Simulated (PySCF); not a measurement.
# C₆H₉BN₂: excited states, first hyperpolarisability

Aim: compute the excited states, first hyperpolarisability of C₆H₉BN₂ (`CB(C)c1cnccn1`).

Programs: PySCF 2.14.0, with routines of our own; each step states its level. All values are computed. Atoms count from 0.

## 1. The starting structure

18 atoms, charge 0, multiplicity 1; geometry from: GFN2-xTB.

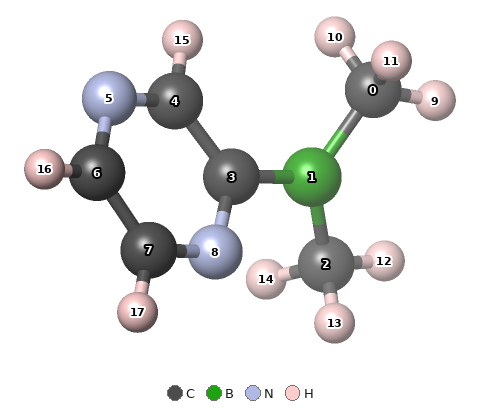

The starting geometry (carbon dark grey, boron green, nitrogen light blue, hydrogen pink).

## 2. Geometry optimisation at PBE0-D3(BJ)/def2-SVP

Job settings and geometry (Å):

```
{"job": {"xc": "PBE0", "basis": "def2-SVP", "d3": "d3bj", "grid": 2, "kind": "geom"}, "charge": 0, "multiplicity": 1}
C     -1.994309    -0.993575     0.876733
B     -1.209136    -0.006858    -0.064883
C     -1.919665     0.940212    -1.094689
C      0.360234     0.019541     0.010590
C      1.131493    -1.147783     0.126238
N      2.447267    -1.137039     0.244941
C      3.045149     0.044363     0.224878
C      2.313263     1.210420     0.040878
N      0.996590     1.198288    -0.053948
H     -3.062224    -0.797733     0.924805
H     -1.874274    -2.010233     0.499923
H     -1.605024    -1.005847     1.893294
H     -3.005279     0.897102    -1.070515
H     -1.611473     1.968052    -0.906894
H     -1.599632     0.728462    -2.114211
H      0.669909    -2.126630     0.120690
H      4.118800     0.045476     0.353123
H      2.789550     2.180101    -0.022610
```

The run is started by

```bash
OMP_NUM_THREADS=1 python excited_run.py task.json out
```

This one command runs all jobs of the session in turn.

Output:

```text
step   0  E = -367.71358900  max force = 0.010395
step   1  E = -367.71631578  max force = 0.004612
step   2  E = -367.71659446  max force = 0.001473
step   3  E = -367.71677856  max force = 0.003492
step   4  E = -367.71692509  max force = 0.006803
step   5  E = -367.71716886  max force = 0.002703
step   6  E = -367.71738060  max force = 0.002395
step   7  E = -367.71744076  max force = 0.001859
step   8  E = -367.71746773  max force = 0.000515
step   9  E = -367.71748681  max force = 0.000694
step  10  E = -367.71752243  max force = 0.001412
step  11  E = -367.71761495  max force = 0.003363
step  12  E = -367.71768529  max force = 0.002121
step  13  E = -367.71778798  max force = 0.001317
step  14  E = -367.71780423  max force = 0.000845
step  15  E = -367.71781621  max force = 0.000489
step  16  E = -367.71782466  max force = 0.000247
optimisation converged
```

Run time: 4.1 min. Hardware: 1 thread of Arm Neoverse V1, shared host; peak memory 0.79 GiB.

The steps of the relaxation:

```
step  energy from step 0 (eV)  largest force component (eV/Å)
   0                   0.0000                          0.5345
   1                  -0.0742                          0.2372
   2                  -0.0818                          0.0757
   3                  -0.0868                          0.1796
   4                  -0.0908                          0.3498
   5                  -0.0974                          0.1390
   6                  -0.1032                          0.1232
   7                  -0.1048                          0.0956
   8                  -0.1055                          0.0265
   9                  -0.1061                          0.0357
  10                  -0.1070                          0.0726
  11                  -0.1096                          0.1729
  12                  -0.1115                          0.1091
  13                  -0.1143                          0.0677
  14                  -0.1147                          0.0435
  15                  -0.1150                          0.0251
  16                  -0.1153                          0.0127
```

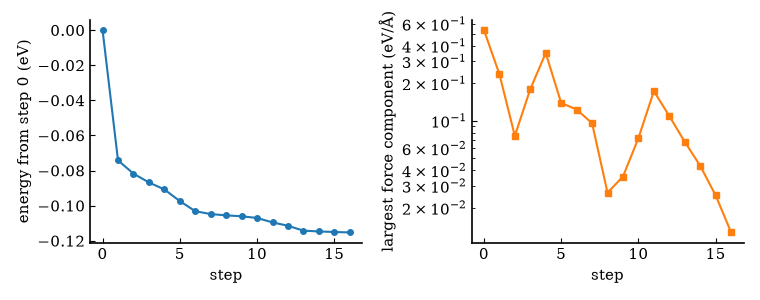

Energy and force, step by step.

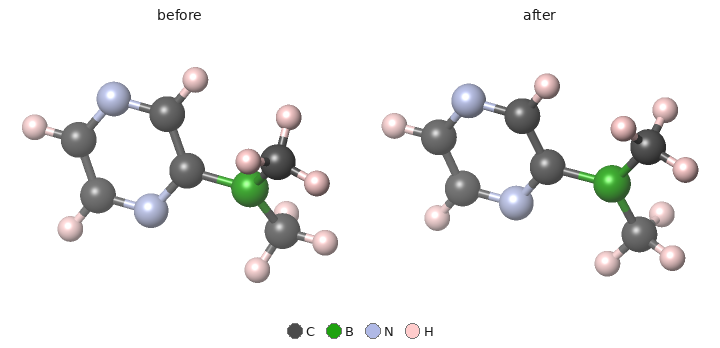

The geometry before (left) and after (right).

Close pairs (by a distance rule), those that changed most:

```
  bond  before (Å)  after (Å)  change (Å)
C2–H14       1.089      1.109      +0.020
C0–H10       1.091      1.108      +0.017
C6–H16       1.081      1.096      +0.015
C7–H17       1.082      1.096      +0.014
 B1–C3       1.571      1.586      +0.014
C2–H12       1.087      1.100      +0.014
C4–H15       1.082      1.095      +0.013
 C0–H9       1.087      1.100      +0.013
```

The final coordinates are the input of the step that follows.

```
                         at the end point                value
  point group (found at 0.08 Å tolerance)                   C1
rotational constants (GHz, main isotopes)  3.384, 1.175, 0.885
                        dipole moment (D)                 0.23
```

## 3. Excited states: TDA CAM-B3LYP/aug-cc-pVDZ

Job settings and geometry (Å):

```
{"job": {"kind": "states", "xc": "CAM-B3LYP", "basis": "aug-cc-pVDZ", "tda": true, "soc": true, "nstates": 6, "ntriplets": 5, "nquad": 4}, "charge": 0, "multiplicity": 1}
C     -2.017000    -1.216834     0.521870
B     -1.204093    -0.003972    -0.063055
C     -1.897615     1.120303    -0.898640
C      0.373845     0.040444     0.085574
C      1.122955    -1.039514     0.585133
N      2.449270    -1.026629     0.695434
C      3.055471     0.090848     0.313779
C      2.337815     1.185441    -0.180670
N      1.019920     1.160386    -0.299599
H     -3.082946    -0.993349     0.674739
H     -1.974123    -2.024549    -0.235434
H     -1.604823    -1.646704     1.447459
H     -2.919361     1.357533    -0.565914
H     -1.287379     2.030116    -0.983765
H     -1.998293     0.714901    -1.925935
H      0.618492    -1.957842     0.904734
H      4.147699     0.129294     0.399130
H      2.858111     2.100498    -0.487242
```

Level: TDA CAM-B3LYP/aug-cc-pVDZ excited states, vertical, gas phase, spin-orbit mean-field couplings.

Output:

```text
coarse grid: 15312 points
cycle   1  E = -368.1551000918  dE =  1.532e+00  |g| = 4.588e-01  |ddm| = 1.782e+01
cycle   2  E = -368.1698382800  dE = -1.474e-02  |g| = 4.383e-01  |ddm| = 2.402e+00
cycle   3  E = -368.2132970619  dE = -4.346e-02  |g| = 7.462e-02  |ddm| = 1.217e+00
cycle   4  E = -368.2143047908  dE = -1.008e-03  |g| = 3.950e-02  |ddm| = 2.399e-01
cycle   5  E = -368.2146627404  dE = -3.579e-04  |g| = 8.350e-03  |ddm| = 1.154e-01
cycle   6  E = -368.2146767409  dE = -1.400e-05  |g| = 4.280e-03  |ddm| = 3.541e-02
cycle   7  E = -368.2146813310  dE = -4.590e-06  |g| = 7.619e-04  |ddm| = 9.270e-03
final grid: 148792 points
cycle   8  E = -368.2440797113  dE = -2.704e-05  |g| = 4.072e-03  |ddm| = 2.697e-01
cycle   9  E = -368.2440810801  dE = -1.369e-06  |g| = 3.555e-03  |ddm| = 3.300e-02
cycle  10  E = -368.2440840663  dE = -2.986e-06  |g| = 5.167e-04  |ddm| = 1.011e-02
cycle  11  E = -368.2440841194  dE = -5.305e-08  |g| = 2.427e-04  |ddm| = 1.890e-03
cycle  12  E = -368.2440841336  dE = -1.423e-08  |g| = 5.673e-05  |ddm| = 7.618e-04
cycle  13  E = -368.2440841344  dE = -8.151e-10  |g| = 2.262e-05  |ddm| = 2.177e-04
converged SCF energy = -368.2440841344

Singlet excitations
state   eV       nm        f     d(h-e)  d(exc)  Lambda  PR(NTO)  |dmu|/D   mu/D   main configurations
  1   3.6870   336.3   0.00370   0.272   2.780   0.516   1.024    1.106    1.134   H->L 0.94
  2   4.3763   283.3   0.00223   0.183   2.726   0.521   1.021    0.408    0.514   H->L+1 0.93
  3   5.3552   231.5   0.24215   0.329   2.771   0.674   1.355    0.938    0.916   H-1->L 0.72, H-1->L+1 0.11
  4   5.5895   221.8   0.00013   0.374   2.628   0.473   1.129    1.313    1.278   H-3->L 0.56, H-2->L 0.27
  5   5.8210   213.0   0.00249   1.230   2.984   0.474   1.131                     H-2->L 0.57, H-3->L 0.23
  6   6.0146   206.1   0.00171   0.599   2.839   0.471   1.372                     H-4->L 0.73

Triplet excitations (Tamm-Dancoff)
state   eV     d(h-e)  d(exc)  Lambda  PR(NTO)   main configurations
  1   3.0763   0.170   2.590   0.513   1.055   H->L 0.78, H->L+1 0.16
  2   3.8238   0.313   2.649   0.652   1.062   H-1->L 0.85
  3   4.0781   0.347   2.759   0.519   1.077   H->L+1 0.77, H->L 0.16
  4   4.3184   0.060   2.442   0.704   1.051   H-1->L+1 0.80
  5   4.7404   0.307   2.372   0.452   1.259   H-3->L 0.39, H-2->L 0.18, H-3->L+1 0.17
S1 - T1 = 0.6106 eV

Spin-orbit couplings |<S|Hso|T>| (cm-1)
             T1       T2       T3       T4       T5
S0        6.683    0.388    7.064    0.636   41.991
S1        0.210    3.485    0.634    3.564    0.395
S2        0.459    1.223    0.388    3.479    0.062
S3        2.030    0.194    5.259    0.334    1.117
S4        1.490    0.178    0.576    0.404    0.105
S5        4.393    1.152    3.254    0.358    0.498
S6        8.968    1.417    4.892    0.787    0.398
T1 sublevels (cm-1): 0.000 0.004 0.010   radiative rates (1/s): 0.202 1.57 111
```

Wall time 83 s (1 thread of Arm Neoverse V1, shared host); peak memory 1.2 GiB.

From this job:

```
  quantity    value
S1 less T1  0.61 eV
```

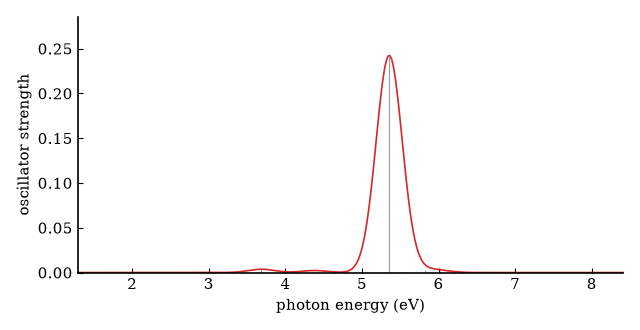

Absorption lines of the singlets. Lines are broadened to a width of 0.40 eV (Gaussian).

## 4. Excited states: TDDFT CAM-B3LYP/aug-cc-pVDZ

The job, as its differences from that of step 3:

```diff
@@ -1,2 +1,2 @@
-{"job": {"kind": "states", "xc": "CAM-B3LYP", "basis": "aug-cc-pVDZ", "tda": true, "soc": true, "nstates": 6, "ntriplets": 5, "nquad": 4}, "charge": 0, "multiplicity": 1}
+{"job": {"kind": "states", "xc": "CAM-B3LYP", "basis": "aug-cc-pVDZ", "tpa": true, "nstates": 8, "nquad": 6, "ntriplets": 0}, "charge": 0, "multiplicity": 1}
 C     -2.017000    -1.216834     0.521870
```

Level: TDDFT CAM-B3LYP/aug-cc-pVDZ excited states, vertical, gas phase, two-photon moments by quadratic response.

Output:

```text
coarse grid: 15312 points
cycle   1  E = -368.1551000918  dE =  1.532e+00  |g| = 4.588e-01  |ddm| = 1.782e+01
cycle   2  E = -368.1698382800  dE = -1.474e-02  |g| = 4.383e-01  |ddm| = 2.402e+00
cycle   3  E = -368.2132970619  dE = -4.346e-02  |g| = 7.462e-02  |ddm| = 1.217e+00
cycle   4  E = -368.2143047908  dE = -1.008e-03  |g| = 3.950e-02  |ddm| = 2.399e-01
cycle   5  E = -368.2146627404  dE = -3.579e-04  |g| = 8.350e-03  |ddm| = 1.154e-01
cycle   6  E = -368.2146767409  dE = -1.400e-05  |g| = 4.280e-03  |ddm| = 3.541e-02
cycle   7  E = -368.2146813310  dE = -4.590e-06  |g| = 7.619e-04  |ddm| = 9.270e-03
final grid: 148792 points
cycle   8  E = -368.2440797113  dE = -2.704e-05  |g| = 4.072e-03  |ddm| = 2.697e-01
cycle   9  E = -368.2440810801  dE = -1.369e-06  |g| = 3.555e-03  |ddm| = 3.300e-02
cycle  10  E = -368.2440840663  dE = -2.986e-06  |g| = 5.167e-04  |ddm| = 1.011e-02
cycle  11  E = -368.2440841194  dE = -5.305e-08  |g| = 2.427e-04  |ddm| = 1.890e-03
cycle  12  E = -368.2440841336  dE = -1.423e-08  |g| = 5.673e-05  |ddm| = 7.618e-04
cycle  13  E = -368.2440841344  dE = -8.151e-10  |g| = 2.262e-05  |ddm| = 2.177e-04
converged SCF energy = -368.2440841344

Singlet excitations
state   eV       nm        f     d(h-e)  d(exc)  Lambda  PR(NTO)  |dmu|/D   mu/D   delta(TPA)   sigma/GM   main configurations
  1   3.6391   340.7   0.00240   0.263   2.782   0.516   1.026    1.034    1.067        0.13      0.001   H->L 0.93
  2   4.3477   285.2   0.00152   0.201   2.741   0.520   1.022    0.473    0.566        0.30      0.002   H->L+1 0.92
  3   5.1825   239.2   0.21790   0.328   2.752   0.669   1.357    1.031    1.007       46.47      0.457   H-1->L 0.81, H-1->L+1 0.10
  4   5.5308   224.2   0.00011   0.385   2.621   0.472   1.136    1.276    1.236        5.70      0.064   H-3->L 0.54, H-2->L 0.26
  5   5.7855   214.3   0.00973   1.045   2.960   0.500   1.296    4.046    4.072        4.43      0.054   H-2->L 0.51, H-3->L 0.20, H-1->L+1 0.13
  6   5.9641   207.9   0.09622   0.301   2.894   0.655   1.648    0.837    0.897      171.86      2.240   H-1->L+1 0.56, H-5->L 0.14, H-1->L 0.11
  7   5.9841   207.2   0.00273   0.613   2.851   0.473   1.356                                            H-4->L 0.73
  8   6.3411   195.5   0.00012   0.362   2.810   0.431   1.109                                            H-3->L+1 0.57, H-2->L+1 0.21, H-3->L 0.08
```

Run time: 1.8 min. Hardware: 1 thread of Arm Neoverse V1, shared host; peak memory 1.2 GiB.

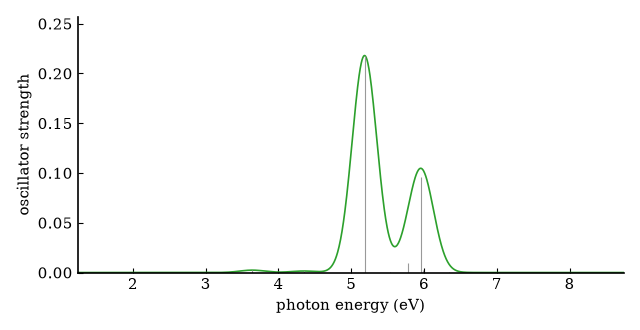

Absorption lines of the singlets. Lines are broadened to a width of 0.40 eV (Gaussian).

## 5. First hyperpolarisability: quadratic response CAM-B3LYP/aug-cc-pVDZ

The job, as its differences from that of step 4:

```diff
@@ -1,2 +1,2 @@
-{"job": {"kind": "states", "xc": "CAM-B3LYP", "basis": "aug-cc-pVDZ", "tpa": true, "nstates": 8, "nquad": 6, "ntriplets": 0}, "charge": 0, "multiplicity": 1}
+{"job": {"kind": "beta", "xc": "CAM-B3LYP", "basis": "aug-cc-pVDZ"}, "charge": 0, "multiplicity": 1}
 C     -2.017000    -1.216834     0.521870
```

With the program's defaults for keys left out, this is: quadratic response CAM-B3LYP/aug-cc-pVDZ first hyperpolarisability, Taylor convention, gas phase.

Output:

```text
coarse grid: 15312 points
cycle   1  E = -368.1551000918  dE =  1.532e+00  |g| = 4.588e-01  |ddm| = 1.782e+01
cycle   2  E = -368.1698382800  dE = -1.474e-02  |g| = 4.383e-01  |ddm| = 2.402e+00
cycle   3  E = -368.2132970619  dE = -4.346e-02  |g| = 7.462e-02  |ddm| = 1.217e+00
cycle   4  E = -368.2143047908  dE = -1.008e-03  |g| = 3.950e-02  |ddm| = 2.399e-01
cycle   5  E = -368.2146627404  dE = -3.579e-04  |g| = 8.350e-03  |ddm| = 1.154e-01
cycle   6  E = -368.2146767409  dE = -1.400e-05  |g| = 4.280e-03  |ddm| = 3.541e-02
cycle   7  E = -368.2146813310  dE = -4.590e-06  |g| = 7.619e-04  |ddm| = 9.270e-03
final grid: 148792 points
cycle   8  E = -368.2440797113  dE = -2.704e-05  |g| = 4.072e-03  |ddm| = 2.697e-01
cycle   9  E = -368.2440810801  dE = -1.369e-06  |g| = 3.555e-03  |ddm| = 3.300e-02
cycle  10  E = -368.2440840663  dE = -2.986e-06  |g| = 5.167e-04  |ddm| = 1.011e-02
cycle  11  E = -368.2440841194  dE = -5.305e-08  |g| = 2.427e-04  |ddm| = 1.890e-03
cycle  12  E = -368.2440841336  dE = -1.423e-08  |g| = 5.673e-05  |ddm| = 7.618e-04
cycle  13  E = -368.2440841344  dE = -8.151e-10  |g| = 2.262e-05  |ddm| = 2.177e-04
converged SCF energy = -368.2440841344

Lowest singlets (eV, f): 3.6391 0.0024  4.3477 0.0015  5.1825 0.2179

First hyperpolarisability (au)
process     nm      |vector|   parallel      HRS      DR
static         -      234.60     -25.29     114.22   3.324
shg       1907.0      253.98     -27.58     123.12   3.359
eope      1907.0      240.79     -26.02          -       -
shg       1064.0      307.39     -33.93      147.5   3.447
eope      1064.0      255.44     -27.76          -       -
```

Wall time 79 s (1 thread of Arm Neoverse V1, shared host); peak memory 1.2 GiB.

## 6. Results

| quantity | value |
| --- | --- |
| point group | C1 |
| rotational constants (main isotopes) | 3.38, 1.17, 0.88 GHz |
| S1 less T1 (step 3, TDA CAM-B3LYP/aug-cc-pVDZ) | 0.61 eV |
| β vector (step 5, quadratic response CAM-B3LYP/aug-cc-pVDZ) | static 235, SHG 1907.0 nm 254, SHG 1064.0 nm 307 au |

What this shows: The optimisation took 16 steps and gained 0.115 eV; among the close pairs (by a distance rule), C2–H14 changed most, from 1.089 to 1.109 Å. In step 3, the number of triplets below S1 is 1, and the largest singlet-triplet spin-orbit coupling is S0–T5, 41.99 cm⁻¹. β grows from 235 au (static) to 307 au for doubling at 1064.0 nm: normal dispersion, which grows as twice the photon energy moves toward the bright states.
